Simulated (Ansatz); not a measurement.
**doublet B2H2S2O+: levels of theory compared**

We compute a comparison of 6 runs (UHF/3-21G, UB3LYP/6-31G*, U-wB97M-V/cc-pVDZ, U-wB97X/cc-pVDZ, UB3LYP/cc-pVDZ, UMP2/cc-pVDZ) of doublet B2H2S2O+. 

The calculation is run with Ansatz 0.2.0.

67 further runs of the same task are left out: 67 set aside as unsound or not needed. Runs told in other sessions of the task aren't counted.

**1. The structure to begin with**

The species is B2H2S2O+ (7 atoms), meant as a doublet with charge +1. SMILES of the parent species: `SB1OBS1`. The coordinates come from a PBE0-D4/def2-TZVP relaxation. This is one conformer, not always the lowest. That shape belongs to the parent species and isn't relaxed for this state.

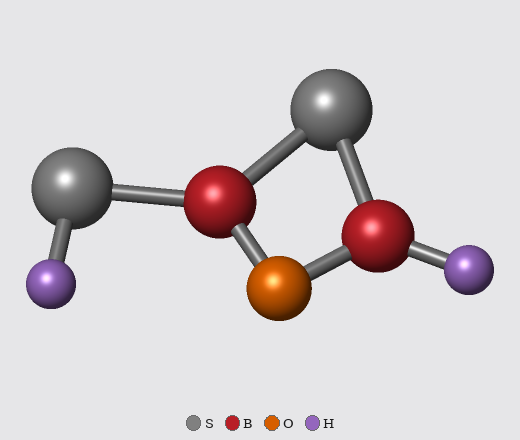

The structure, seen from a chosen angle (sulfur grey, boron red, oxygen orange, hydrogen purple).

**2. The energy at UHF/3-21G (run 1)**

File run.yaml:

```yaml
crystal:
  periodic: [false, false, false]
  atoms:
    - {symbol: S, position_ang: [-1.594700, 0.794600, 1.402500]}
    - {symbol: B, position_ang: [-0.211900, 0.312100, 0.389500]}
    - {symbol: O, position_ang: [-0.181400, -0.697300, -0.571400]}
    - {symbol: B, position_ang: [1.146800, -0.395600, -0.834200]}
    - {symbol: S, position_ang: [1.501400, 0.981700, 0.321000]}
    - {symbol: H, position_ang: [-2.432400, -0.120800, 0.882800]}
    - {symbol: H, position_ang: [1.833600, -0.942500, -1.636000]}
basis:
  gaussian: {orbitals: 3-21G.json}
total_charge: 1
magnetization: {spin_polarized: true, initial_magnetization: 1}
hamiltonian: {xc: hf}
accuracy: high
output: {orbitals: {seedname: orbitals}}
```

The basis set 3-21G is read from a file made from the Basis Set Exchange's data (not shown).

On the command line:

```console
$ ansatz run run.yaml --threads 1 --pin off --max-ram 2610MiB --events-out events.jsonl --progress --plain --runs-dir runs
```

Log:

```text
Warning: RAYON_NUM_THREADS=1 ignored (pool sized by the plan → 1); use --threads N
Functional definition: HF
  name "HF"
  exchange = exact_x
  correlation = 0
1316 factors; integrals over basis functions are off by at most 6.5e-9 eV
mean field evaluation 1: about -24908.9869 eV, gradient 3.2e1 eV
mean field evaluation 2: about -24909.3119 eV, gradient 3.2e1 eV
mean field evaluation 4: about -24913.6997 eV, gradient 2.4e0 eV
mean field evaluation 8: about -24913.8334 eV, gradient 3.5e-1 eV
mean field evaluation 16: about -24914.0001 eV, gradient 1.8e0 eV
mean field evaluation 32: about -24913.5629 eV, gradient 2.4e0 eV
mean field evaluation 64: about -24912.4023 eV, gradient 1.5e0 eV
mean field -24914.13979102 eV, -915.5777499093 hartree, gradient 4.5e-8 eV, S^2 0.763831; 2 other end points of the search recorded, 0 dependent functions left out
reference -24914.13979102 eV, -915.5777499093 hartree; 26, 25 occupied and 31, 32 virtual orbitals, 1316 factors
Total energy: -24914.13979102 eV, -915.5777499093 hartree
```

It took 2.6 s on 1 thread of Arm Neoverse V2, shared host; peak memory 0.17 GiB.

**3. A single-point energy at UB3LYP/6-31G(d) (spherical functions) (run 2)**

File molecule.yaml:

```yaml
crystal:
  periodic: [false, false, false]
  atoms:
    - {symbol: S, position_ang: [-1.594700, 0.794600, 1.402500]}
    - {symbol: B, position_ang: [-0.211900, 0.312100, 0.389500]}
    - {symbol: O, position_ang: [-0.181400, -0.697300, -0.571400]}
    - {symbol: B, position_ang: [1.146800, -0.395600, -0.834200]}
    - {symbol: S, position_ang: [1.501400, 0.981700, 0.321000]}
    - {symbol: H, position_ang: [-2.432400, -0.120800, 0.882800]}
    - {symbol: H, position_ang: [1.833600, -0.942500, -1.636000]}
basis:
  gaussian:
    orbitals: 6-31G_st_-spherical.json
total_charge: 1
magnetization:
  spin_polarized: true
  initial_magnetization: 1
hamiltonian:
  xc: {name: B3LYP}
accuracy: high
output:
  orbitals: {seedname: orbitals}
```

The basis set 6-31G* is read from a file made from the Basis Set Exchange's data (not shown).

On the command line:

```console
$ ansatz run molecule.yaml --threads 1 --pin off --max-ram 2610MiB --events-out events.jsonl --progress --plain --runs-dir runs
```

Log:

```text
Warning: RAYON_NUM_THREADS=1 ignored (pool sized by the plan → 1); use --threads N
Functional definition: B3LYP
  name "B3LYP"
  parameter a0 = 0.2
  parameter ax = 0.72
  parameter ac = 0.81
  exchange = (1 - a0 - ax)*slater_x + ax*b88_x + a0*exact_x
  correlation = (1 - ac)*vwn_rpa_c + ac*lyp_c
1837 factors; integrals over basis functions are off by at most 3.7e-9 eV
mean field evaluation 1: about -25086.5683 eV, gradient 4.9e1 eV
mean field evaluation 2: about -25004.4567 eV, gradient 1.3e2 eV
mean field evaluation 4: about -25095.9952 eV, gradient 7.6e0 eV
mean field evaluation 8: about -25096.4227 eV, gradient 8.5e-1 eV
mean field evaluation 16: about -25096.6202 eV, gradient 3.2e-3 eV
mean field evaluation 32: about -25095.7569 eV, gradient 4.8e0 eV
mean field -25096.62023802 eV, -922.2837826472 hartree, gradient 8.6e-8 eV, S^2 0.759982; 2 other end points of the search recorded, 0 dependent functions left out
reference -25096.62027418 eV, -922.2837839759 hartree; 26, 25 occupied and 56, 57 virtual orbitals, 1837 factors
Total energy: -25096.62027418 eV, -922.2837839759 hartree
```

Run time: 15 s. Hardware: 1 thread of Arm Neoverse V2, shared host; peak memory 0.41 GiB.

Runs 3 to 4 aren't shown in full; the table further down has their settings and results.

**4. The energy at UB3LYP/cc-pVDZ (run 5)**

File in.yaml:

```yaml
crystal:
  periodic: [false, false, false]
  atoms:
    - symbol: S
      position_ang: [-1.594700, 0.794600, 1.402500]
    - symbol: B
      position_ang: [-0.211900, 0.312100, 0.389500]
    - symbol: O
      position_ang: [-0.181400, -0.697300, -0.571400]
    - symbol: B
      position_ang: [1.146800, -0.395600, -0.834200]
    - symbol: S
      position_ang: [1.501400, 0.981700, 0.321000]
    - symbol: H
      position_ang: [-2.432400, -0.120800, 0.882800]
    - symbol: H
      position_ang: [1.833600, -0.942500, -1.636000]
basis:
  gaussian: {orbitals: cc-pVDZ}
total_charge: 1
magnetization: {spin_polarized: true, initial_magnetization: 1}
hamiltonian: {xc: {name: B3LYP}}
accuracy: high
output: {orbitals: {seedname: orbitals}}
```

On the command line:

```console
$ ansatz run in.yaml --threads 1 --pin off --max-ram 2610MiB --events-out events.jsonl --progress --plain --runs-dir runs
```

Log:

```text
Warning: RAYON_NUM_THREADS=1 ignored (pool sized by the plan → 1); use --threads N
[... 7 set-up lines as earlier in the session ...]
2018 factors; integrals over basis functions are off by at most 3.3e-9 eV
mean field evaluation 1: about -25086.5537 eV, gradient 5.2e1 eV
mean field evaluation 2: about -24981.9166 eV, gradient 1.4e2 eV
mean field evaluation 4: about -25097.2623 eV, gradient 1.1e1 eV
mean field evaluation 8: about -25097.9475 eV, gradient 1.2e0 eV
mean field evaluation 16: about -25098.1468 eV, gradient 2.2e-3 eV
mean field evaluation 32: about -25098.1468 eV, gradient 6.6e-9 eV
mean field -25098.14684942 eV, -922.3398845813 hartree, gradient 6.7e-9 eV, S^2 0.759488; 3 other end points of the search recorded, 0 dependent functions left out
reference -25098.14688695 eV, -922.3398859604 hartree; 26, 25 occupied and 62, 63 virtual orbitals, 2018 factors
Total energy: -25098.14688695 eV, -922.3398859604 hartree
```

It took 20 s on 1 thread of Arm Neoverse V2, shared host; peak memory 0.46 GiB.

**5. The energy at UMP2/cc-pVDZ (run 6)**

File job.yaml:

```yaml
crystal:
  periodic: [false, false, false]
  atoms:
    - {symbol: S, position_ang: [-1.594700, 0.794600, 1.402500]}
    - {symbol: B, position_ang: [-0.211900, 0.312100, 0.389500]}
    - {symbol: O, position_ang: [-0.181400, -0.697300, -0.571400]}
    - {symbol: B, position_ang: [1.146800, -0.395600, -0.834200]}
    - {symbol: S, position_ang: [1.501400, 0.981700, 0.321000]}
    - {symbol: H, position_ang: [-2.432400, -0.120800, 0.882800]}
    - {symbol: H, position_ang: [1.833600, -0.942500, -1.636000]}
basis:
  gaussian: {orbitals: cc-pVDZ}
total_charge: 1
magnetization: {spin_polarized: true, initial_magnetization: 1}
correlation: {method: mp2, frozen_orbitals: {B: 1, H: 0, O: 1, S: 5}}
accuracy: high
```

On the command line:

```console
$ ansatz run job.yaml --threads 1 --pin off --max-ram 2610MiB --events-out events.jsonl --progress --plain --runs-dir runs
```

Log:

```text
Warning: RAYON_NUM_THREADS=1 ignored (pool sized by the plan → 1); use --threads N
[... 4 set-up lines as earlier in the session ...]
2018 factors; integrals over basis functions are off by at most 3.3e-9 eV
mean field evaluation 1: about -25036.0143 eV, gradient 3.5e1 eV
mean field evaluation 2: about -25036.1446 eV, gradient 3.5e1 eV
mean field evaluation 4: about -25041.5549 eV, gradient 3.0e0 eV
mean field evaluation 8: about -25041.7084 eV, gradient 3.0e-1 eV
mean field evaluation 16: about -25041.9061 eV, gradient 1.5e0 eV
mean field evaluation 32: about -25041.7504 eV, gradient 9.8e-2 eV
mean field -25042.11256942 eV, -920.2806627726 hartree, gradient 1.8e-8 eV, S^2 0.766568; 2 other end points of the search recorded, 0 dependent functions left out
13 core orbitals not correlated: weight in the atoms' cores, before any rotation towards them, 1.000 or more for the frozen orbitals, at most 0.000 for the correlated occupied ones
reference -25042.11256942 eV, -920.2806627726 hartree; 13, 12 occupied and 62, 63 virtual orbitals, 2018 factors
second order -15.61164010 eV of doubles, -0.00000000 eV of singles
Total energy: -25057.72420952 eV, -920.8543799643 hartree
```

It took 7.8 s on 1 thread of Arm Neoverse V2, shared host; peak memory 0.34 GiB.

**6. All runs side by side**

| run | level | frozen core orbitals | energy (Eh) | HOMO energy (eV) | LUMO energy (eV) | ⟨S²⟩ | wall time |
| --- | --- | --- | --- | --- | --- | --- | --- |
| 1 | UHF/3-21G | – | -915.577750 | -16.17 | -8.67 | 0.764 | 2.6 s |
| 2 | UB3LYP/6-31G* (spherical functions) | – | -922.283784 | -13.62 | -12.16 | 0.760 | 15 s |
| 3 | U-wB97M-V/cc-pVDZ | – | -922.218725 | -15.62 | -10.21 | 0.759 | 3.6 min |
| 4 | U-wB97X/cc-pVDZ | – | -922.256844 | -15.74 | -10.17 | 0.762 | 2 min |
| 5 | UB3LYP/cc-pVDZ | – | -922.339886 | -13.62 | -12.17 | 0.759 | 20 s |
| 6 | UMP2/cc-pVDZ | 13 | -920.854380 | – | – | 0.767 | 7.8 s |

**7. Results**

```
                                           quantity          value
                                run 6: total energy  -920.85438 Eh
run 6: correlation energy (13 core orbitals frozen)     -573.7 mEh
           run 6: ⟨S²⟩ of the reference determinant          0.767
```

What this shows: Totals of different functionals can't be ranked against each other. All runs together took 6.4 min, the longest 3.6 min.
